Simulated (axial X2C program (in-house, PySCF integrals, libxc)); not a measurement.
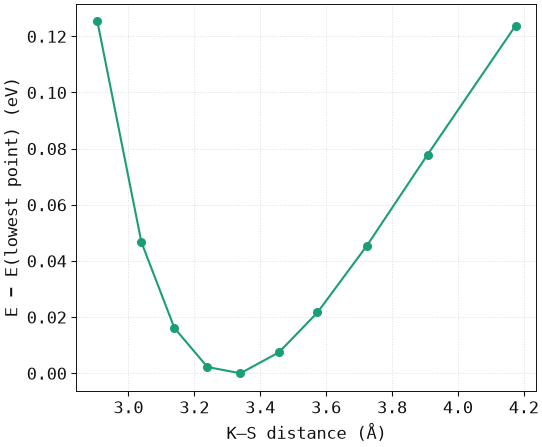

Figure 1. Energy at 10 bond lengths, for one set of occupations held fixed; the line joins the points. A polynomial of degree 6 through 9 points gives rₑ = 3.312 Å, ωₑ = 116.9 cm⁻¹, ωₑxₑ = 1.5 cm⁻¹ and Bₑ = 0.08751 cm⁻¹. The minimum lies 0.34 eV below K⁺ + S, each computed as one determinant at the same level.

Relativistic diatomic calculation, with input and output: KS⁺

KS⁺, single determinant with M_S = 1 and |Λ| = 0. Computed at this level: PBE0, spin-free X2C-1e, K dyall-cv3z, S dyall-av3z (cores contracted) (axial X2C program (in-house, PySCF integrals, libxc)).

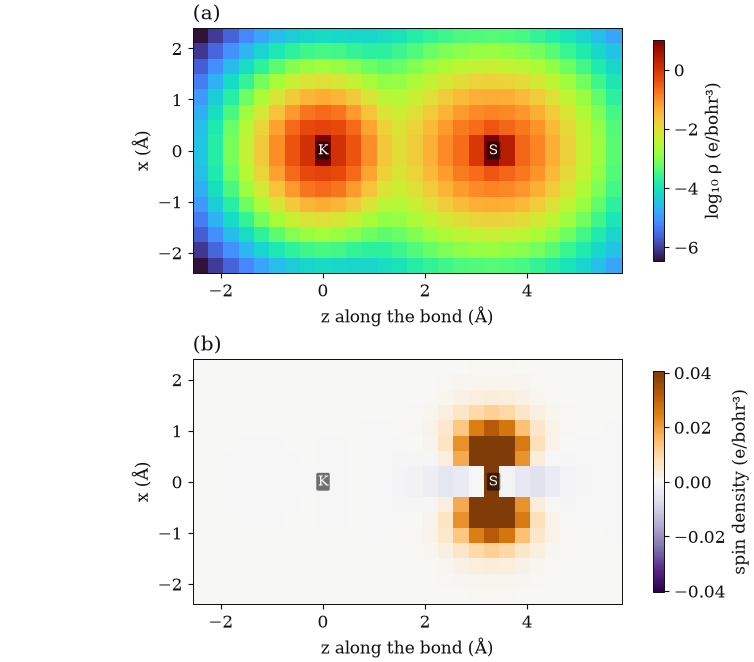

Figure 2. (a) electron density on a logarithmic scale; (b) spin density, in a plane that holds the axis, at 3.34 Å, on points 0.3 Å apart (one half computed, the other mirrored); the structure near the nuclei is finer than these points.

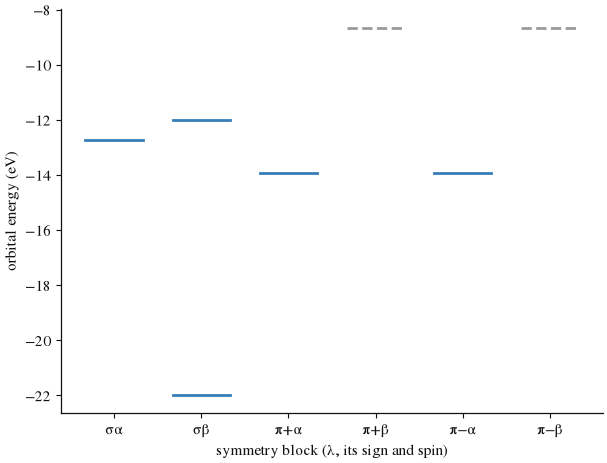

Figure 3. Orbital energies near the frontier at 3.34 Å, filled (solid) and empty (dashed); a label such as π−α means λ = −1 and α spin. The highest filled orbital (σβ; 94 % S p, 2 % K p) lies at −12.00 eV, the lowest empty one (π−β; 97 % S p) at −8.65 eV.

These pictures come from the run below.

The input:
```
{"zs": [19, 16], "q": 1, "bas": ["dyall-cv3z", "dyall-av3z"], "levels": ["PBE0", "HF", "r2SCAN0"], "cc": true, "r0": 2.87, "thr": -2.0, "nmax": 90, "npts": 10, "nst": 2, "ntry": 6}
```

The line is the task of a batch: nuclear charges, charge, bases, the levels to run, a first guess of the distance and further settings. This report covers PBE0 without spin-orbit coupling. The log is that of the reference distance 3.34 Å, started from orbitals converged before.

Launched within a batch (the task file carries these settings):
```bash
python <driver script> task.json out
```

The program's output:
```
spin-free X2C-1e  PBE0
basis functions 160  fitting functions 683  grid points 5087
iter        total energy     max residual
   1      -1000.995984960     8.20e-05
   2      -1000.995985000     5.77e-05
   3      -1000.995985031     6.98e-06
   4      -1000.995985031     1.62e-06
converged
one-electron -1468.17041699  Coulomb 477.98532890  exact exchange -14.47299694  xc functional -44.50253237  nuclear repulsion 48.16463237
```

The points of the curve:

```
R (Å)   E (hartree)  dipole (D; origin at the first atom, positive when the second is positive)  highest filled (eV)  lowest empty (eV)
2.906  −1000.991377                                                                        1.60               −12.50              −9.16
3.039  −1000.994268                                                                        1.59               −12.36              −9.00
3.140  −1000.995392                                                                        1.57               −12.24              −8.88
3.240  −1000.995903                                                                        1.55               −12.12              −8.76
3.340  −1000.995985                                                                        1.52               −12.00              −8.65
3.457  −1000.995711                                                                        1.47               −11.87              −8.53
3.574  −1000.995189                                                                        1.43               −11.73              −8.41
3.724  −1000.994313                                                                        1.36               −11.56              −8.26
3.908  −1000.993124                                                                        1.27               −11.36              −8.08
4.175  −1000.991435                                                                        1.14               −11.09              −7.85
```

Key numbers:

- outcome: converged
- bond length rₑ: 3.312 Å
- ωₑ: 116.9 cm⁻¹
- energy at the minimum: −1000.99600 hartree
- depth below the fragments: 0.34 eV
- largest ⟨S²⟩ along the curve: 2.01
- hardware: 1 thread of Intel Xeon @ 2.60GHz (Ice Lake), 24 GiB of memory available, shared host
- wall time: 3.5 s
- peak memory: 0.86 GiB
